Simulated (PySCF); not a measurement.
**Run report: C₆H₁₈AlP, NMR shielding calculation**

The run: NMR shielding calculation of C₆H₁₈AlP. Method and program: GIAO PBE0/pcSseg-0 NMR shielding, non-relativistic, gas phase (PySCF 2.14.0).

The geometry comes from this level: PBE0-D3(BJ)/def2-SVP. Figures and captions count atoms from 1; the log counts them from 0 in places.

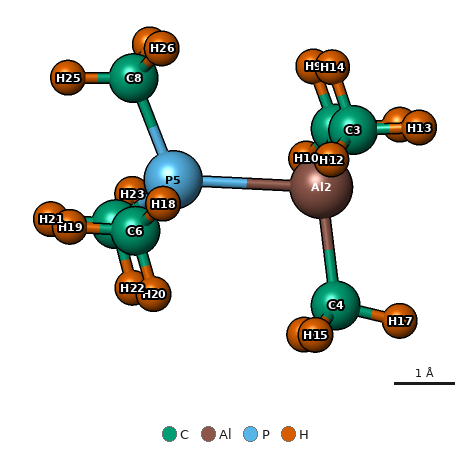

*The structure (ball-and-stick view, seen at a tilt; atoms are numbered from 1 in the order of the input). Sticks mark near contacts.*

Bond lengths as drawn: Al–C 1.99 Å, Al–P 2.49 Å, C–H 1.10 Å and C–P 1.83 Å.

Results in brief:

| quantity | value |
| --- | --- |
| outcome | converged |
| total energy | −821.558975 hartree |
| HOMO | −6.88 eV |
| LUMO | 1.17 eV |
| dipole moment | 5.16 D |
| isotropic shielding, C | 182.3 to 204.1 ppm |
| isotropic shielding, Al | 382.9 ppm |
| isotropic shielding, P | 457.4 ppm |
| isotropic shielding, H | 31.7 to 33.7 ppm |
| hardware | 1 CPU thread, shared host |
| wall time | 14 s |
| peak memory | 0.82 GiB |

Input file:
```
{"job": {"kind": "nmr", "xc": "PBE0", "basis": "pcSseg-0", "pop": true}, "charge": 0, "multiplicity": 1}
C      1.862442     1.748038    -0.778237
Al     1.423908    -0.115703    -0.240703
C      1.995468    -0.689739     1.577049
C      1.415221    -1.500912    -1.668002
P     -1.019769     0.094611     0.159437
C     -1.819646    -1.473929     0.648808
C     -1.997330     0.662407    -1.276414
C     -1.468725     1.260125     1.493054
H      1.621389     2.489625     0.003668
H      1.349677     2.063521    -1.703865
H      2.944892     1.848861    -0.975016
H      1.532003    -1.638820     1.899327
H      3.087388    -0.855250     1.604613
H      1.779104     0.065730     2.352897
H      0.977529    -2.459320    -1.337967
H      0.871685    -1.182356    -2.574981
H      2.447051    -1.727644    -1.991504
H     -1.346357    -1.843250     1.570365
H     -2.900974    -1.352707     0.815183
H     -1.651269    -2.220368    -0.141272
H     -3.069852     0.738070    -1.040281
H     -1.854704    -0.043864    -2.107380
H     -1.622916     1.645310    -1.597954
H     -1.087704     2.259593     1.236616
H     -2.557266     1.311731     1.648133
H     -0.980231     0.940126     2.425062
```

The first line tells a small driver script what to run in PySCF; the rest is the geometry in Å.

Run as:
```bash
OMP_NUM_THREADS=1 python <driver script> task.json out
```

What the program printed:
```
coarse grid: 20928 points
cycle   1  E = -821.4257403001  dE = -3.100e-02  |g| = 5.963e-01  |ddm| = 4.647e+00
cycle   2  E = -821.4033372127  dE =  2.240e-02  |g| = 6.597e-01  |ddm| = 1.615e+00
cycle   3  E = -821.5213506996  dE = -1.180e-01  |g| = 2.270e-02  |ddm| = 8.273e-01
cycle   4  E = -821.5214748066  dE = -1.241e-04  |g| = 1.039e-02  |ddm| = 5.781e-02
cycle   5  E = -821.5215029052  dE = -2.810e-05  |g| = 2.674e-03  |ddm| = 1.471e-02
cycle   6  E = -821.5215048330  dE = -1.928e-06  |g| = 4.982e-04  |ddm| = 4.605e-03
final grid: 187760 points
cycle   7  E = -821.5589613787  dE = -2.771e-05  |g| = 7.190e-03  |ddm| = 3.378e-02
cycle   8  E = -821.5589576358  dE =  3.743e-06  |g| = 8.254e-03  |ddm| = 1.559e-02
cycle   9  E = -821.5589749701  dE = -1.733e-05  |g| = 1.085e-04  |ddm| = 8.171e-03
cycle  10  E = -821.5589749727  dE = -2.644e-09  |g| = 7.893e-05  |ddm| = 3.387e-04
cycle  11  E = -821.5589749744  dE = -1.614e-09  |g| = 1.776e-05  |ddm| = 1.120e-04
cycle  12  E = -821.5589749745  dE = -9.368e-11  |g| = 2.034e-06  |ddm| = 3.089e-05
```

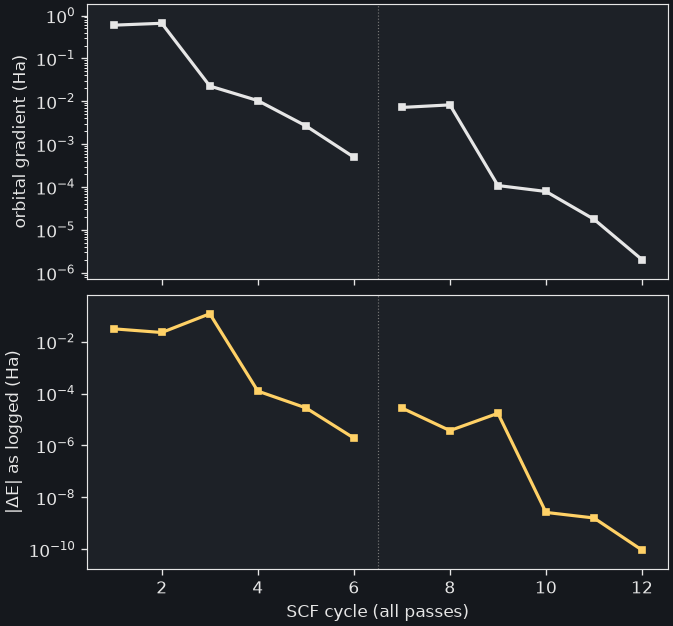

*Convergence of the self-consistent field: orbital gradient and size of the energy change against the SCF cycle. The dotted line marks the change from a coarse to the final integration grid.*

The first 6 cycles use a coarse grid, the final grid takes over at cycle 7, and the field converges after 12 cycles in all.

```
converged SCF energy = -821.5589749745

GIAO shielding tensors (ppm)
atom      isotropic    diamagn.    paramagn.     s11        s22        s33       span
  0 C      204.123     256.171     -52.048    198.377    205.565    208.426     10.049
  1 Al     382.948     793.132    -410.185    353.691    396.248    398.903     45.212
  2 C      203.868     256.194     -52.327    198.220    205.227    208.155      9.935
  3 C      204.008     256.187     -52.179    198.311    205.401    208.312     10.001
  4 P      457.403     968.412    -511.008    398.615    486.628    486.966     88.351
  5 C      182.274     259.727     -77.452    174.768    175.103    196.951     22.182
  6 C      182.352     259.649     -77.297    174.883    175.127    197.046     22.163
  7 C      182.367     259.705     -77.338    174.731    175.368    197.001     22.271
  8 H       33.701      32.017       1.684     29.105     32.332     39.665     10.560
  9 H       33.680      31.968       1.711     29.125     32.166     39.749     10.624
 10 H       33.337      31.275       2.062     28.923     29.765     41.323     12.400
 11 H       33.707      32.070       1.638     29.104     32.391     39.626     10.522
 12 H       33.326      31.305       2.021     28.900     29.738     41.340     12.440
 13 H       33.696      32.044       1.652     29.129     32.319     39.639     10.510
 14 H       33.692      32.022       1.670     29.094     32.334     39.649     10.555
 15 H       33.698      32.021       1.677     29.131     32.272     39.691     10.560
 16 H       33.330      31.280       2.051     28.906     29.753     41.331     12.425
 17 H       31.764      32.416      -0.652     26.537     29.940     38.814     12.276
 18 H       31.947      33.548      -1.601     27.031     29.226     39.583     12.552
 19 H       31.750      32.406      -0.657     26.476     29.985     38.788     12.312
 20 H       31.940      33.513      -1.573     27.033     29.221     39.568     12.536
 21 H       31.770      32.368      -0.598     26.566     29.862     38.882     12.316
 22 H       31.760      32.356      -0.596     26.521     29.883     38.875     12.354
 23 H       31.769      32.394      -0.626     26.590     29.820     38.896     12.305
 24 H       31.945      33.526      -1.581     27.030     29.223     39.581     12.550
 25 H       31.751      32.380      -0.629     26.450     30.022     38.780     12.330
```

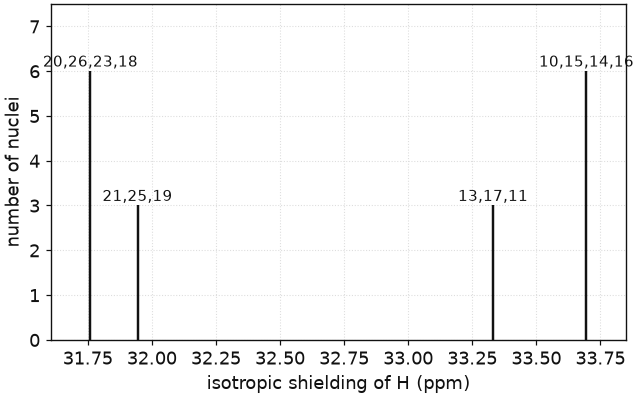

*Isotropic shieldings of the hydrogen nuclei in this fixed geometry, labelled by atom number; shielding grows to the right, so chemical shift grows to the left.*

The least shielded is H20 (31.7 ppm), the most shielded H12 (33.7 ppm).

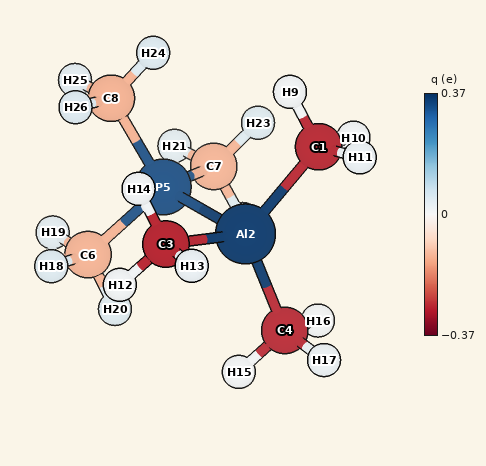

*Hirshfeld charges, as the colour of each atom (ball-and-stick view, seen at a tilt; atoms are numbered from 1 in the order of the input).*

By element: C −0.28 to −0.14, Al +0.36, P +0.34 and H +0.01 to +0.05 e.
